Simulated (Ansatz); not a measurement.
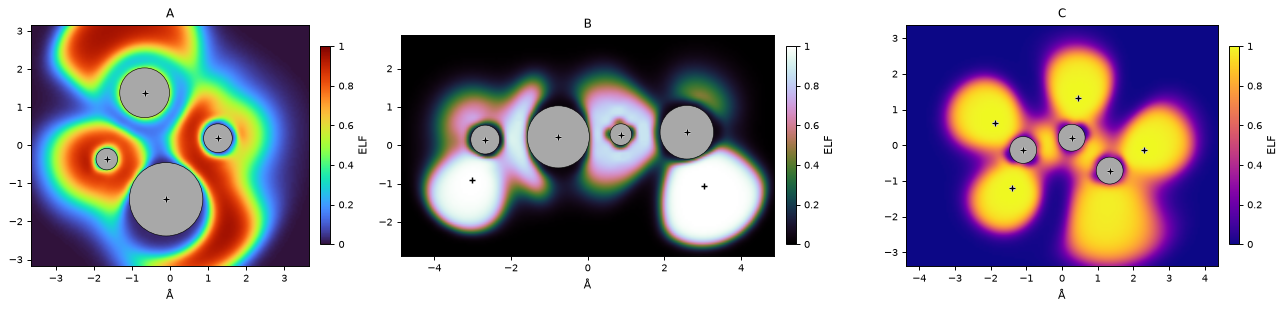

The ELF of 3 systems, each on a plane through atoms (crosses mark nuclei in the plane; grey discs cover the cores).

Theory: isolated molecule in a Gaussian basis; Kohn-Sham density functional theory, functional PBE0 (Ansatz 0.2.0).

System 1: C$_{3}$H$_{4}$ (SMILES [CH]=C[CH2-]) (charge −1, doublet), the molecular plane. Geometry: B3LYP-D3(BJ)/def2-SVPD; the highest occupied orbital lies above zero, a sign that basis and functional describe the outermost electron poorly.

```xyz
7

C    -0.3607   -0.2158    1.0485
C     0.8624   -0.7282    0.5778
C     1.3158   -0.6388   -0.7451
H    -0.4300   -0.4460    2.1415
H     1.5806   -1.2596    1.2492
H     2.2800   -1.0571   -1.0562
H     0.7020   -0.1404   -1.5015
```

System 2: CH$_{6}$AlOSi (SMILES [CH3][Al+][O][SiH3]) (charge +1), the plane of atoms O3, Si4 and H10. Geometry: PBE0-D3(BJ)/pcseg-1.

| atom | x (Å) | y (Å) | z (Å) |
| --- | --- | --- | --- |
| C | -0.0477 | -0.0146 | -3.3439 |
| Al | -0.0471 | 0.0279 | -1.4361 |
| O | -0.0430 | 0.0653 | 0.1958 |
| Si | -0.0418 | 0.1062 | 1.9180 |
| H | 0.0686 | 1.0037 | -3.7365 |
| H | 0.7835 | -0.6367 | -3.7000 |
| H | -0.9950 | -0.4355 | -3.7049 |
| H | 1.1796 | -0.6198 | 2.3380 |
| H | -1.2893 | -0.5735 | 2.3389 |
| H | -0.0149 | 1.5409 | 2.2874 |

System 3: CH$_{2}$MgOSn, the plane of atoms Mg2, O3 and Sn4. Geometry: r2SCAN-D4/def2-SVP; core potentials replace the inner electrons of Sn.

```tsv
atom	x (Å)	y (Å)	z (Å)
C	-1.0952	1.0323	-1.0292
Mg	-1.3688	2.4050	0.5403
O	-2.1232	1.1808	1.7520
Sn	-2.0107	-0.3741	0.4909
H	-1.6895	1.1418	-1.9574
H	-0.0681	0.7559	-1.3381
```

### Match each panel to its system.

Panel A is system 3, CH$_{2}$MgOSn: the plane holds C, Mg, O and Sn. Mg–O (1.88 Å): the ELF peaks at about 0.85 in the valence shell of O, 0.6 Å from its nucleus, and is about 0.35 at the midpoint; a closed-shell, largely ionic contact. Panel B is system 2, CH$_{6}$AlOSi: the plane holds C, Al, O, Si and H. Al–O (1.63 Å): the ELF peaks at about 0.85 in the valence shell of O, 0.6 Å from its nucleus, and is about 0.40 at the midpoint. Panel C is system 1, C$_{3}$H$_{4}$: the plane holds C and H. C–C (1.40 Å): the ELF peaks at about 0.95 between the atoms (a covalent bond).
